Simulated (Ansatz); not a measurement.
# BGeH4 (charge -1): ladder of basis sets

Aim: a ladder of basis sets, for BGeH4 (charge -1), run from a script.

Computed with Ansatz 0.2.0, driven from Python. The levels of theory stand in the script.

## Step 1: The system

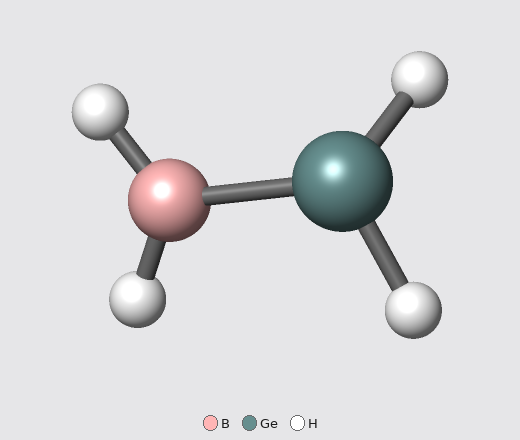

The structure that the script starts from, seen from a chosen angle (boron pink, germanium teal, hydrogen white).

No structure file is read: the coordinates are typed or built in the script.

## Step 2: The script

Contents of run_basis.py:

```python
"""Basis-set convergence for BGeH4(-)."""

import ansatz as az

XC = "PBE0"
NET_CHARGE = -1


def main() -> None:
    geometry = (
        az.Crystal.molecule()
        .atom("B", (-1.0129, 0.0012, 0.0396))
        .atom("Ge", (0.9628, 0.1019, 0.4381))
        .atom("H", (-1.7009, 0.9435, 0.2228))
        .atom("H", (-1.4802, -0.9994, -0.3792))
        .atom("H", (1.6244, -1.2604, 0.1081))
        .atom("H", (1.6068, 1.2133, -0.4294))
    )

    model = geometry.calculation().functional(XC).charge(NET_CHARGE)

    energies = {}
    for basis in ["def2-SVP", "def2-SVPD", "def2-TZVP", "def2-TZVPP"]:
        report = model.basis(gaussian=basis).run(threads=1, backend="cpu").report
        size = report["n_frozen"] + report["n_occupied"][0] + report["n_virtual"][0]
        energies[basis] = (report["reference_energy_ev"] / 27.211386246, report["free_energy_ev"] / 27.211386246)
        print(f"{basis:14s} {size:4d} orbitals  reference {energies[basis][0]:14.6f} Ha  total {energies[basis][1]:14.6f} Ha")

    last = energies["def2-TZVPP"][1]
    for basis, (_, total) in energies.items():
        print(f"{basis:14s} lies {27.211386 * (total - last):9.4f} eV above def2-TZVPP")


if __name__ == "__main__":
    main()
```

## Step 3: The calls as engine input

The engine receives this input (first run):

```yaml
crystal:
  periodic: [false, false, false]
  atoms:
    - { symbol: B, position_ang: [-1.0129, 0.0012, 0.0396] }
    - { symbol: Ge, position_ang: [0.9628, 0.1019, 0.4381] }
    - { symbol: H, position_ang: [-1.7009, 0.9435, 0.2228] }
    - { symbol: H, position_ang: [-1.4802, -0.9994, -0.3792] }
    - { symbol: H, position_ang: [1.6244, -1.2604, 0.1081] }
    - { symbol: H, position_ang: [1.6068, 1.2133, -0.4294] }
basis:
  gaussian:
    orbitals: def2-SVP
hamiltonian:
  xc: pbe0
total_charge: -1.0
```

## Step 4: Running it

Launch:

```sh
> python run_basis.py
```

What it wrote:

```text
def2-SVP         66 orbitals  reference   -2103.638111 Ha  total   -2103.638111 Ha
def2-SVPD        90 orbitals  reference   -2103.644558 Ha  total   -2103.644558 Ha
def2-TZVP       103 orbitals  reference   -2103.932764 Ha  total   -2103.932764 Ha
def2-TZVPP      135 orbitals  reference   -2103.933658 Ha  total   -2103.933658 Ha
def2-SVP       lies    8.0422 eV above def2-TZVPP
def2-SVPD      lies    7.8668 eV above def2-TZVPP
def2-TZVP      lies    0.0243 eV above def2-TZVPP
def2-TZVPP     lies    0.0000 eV above def2-TZVPP
```

Wall time 10 s (1 thread of Arm Neoverse V1, shared host); peak memory 0.27 GiB.

## Step 5: What changed from run to run

The engine's inputs for the other runs:

Run 2, against run 1:

```diff
@@ -12 +12 @@
-    orbitals: def2-SVP
+    orbitals: def2-SVPD
```

Run 3, against run 1:

```diff
@@ -12 +12 @@
-    orbitals: def2-SVP
+    orbitals: def2-TZVP
```

Run 4, against run 1:

```diff
@@ -12 +12 @@
-    orbitals: def2-SVP
+    orbitals: def2-TZVPP
```

## Step 6: The engine's runs

The 4 runs, in the order started:

```
run       basis  energy (eV)  SCF cycles  CPU time (s)
  1    def2-SVP  -57242.9092          15           1.7
  2   def2-SVPD  -57243.0846          16           2.4
  3   def2-TZVP  -57250.9271          15           2.1
  4  def2-TZVPP  -57250.9514          15           3.1
```

## Step 7: Summary of results

| quantity | value |
| --- | --- |
| runs compared | 4 |
| change of the total from set to set | -0.175, -7.842, -0.024 eV |

Against def2-SVP: def2-SVPD -6.4 mHa, def2-TZVP -294.7 mHa and def2-TZVPP -295.5 mHa. The last step alone is -0.89 mHa (these two sets differ little on atoms other than hydrogen). From the first set to the last the time grows from 1.7 to 3.1 s. The drop along the ladder measures the basis error, and is no property of the molecule. The geometry is a force-field or estimated start, not a minimum of this method, and the last set is no limit. Much of the fall in a total is atomic energy, which cancels in bond and reaction energies.
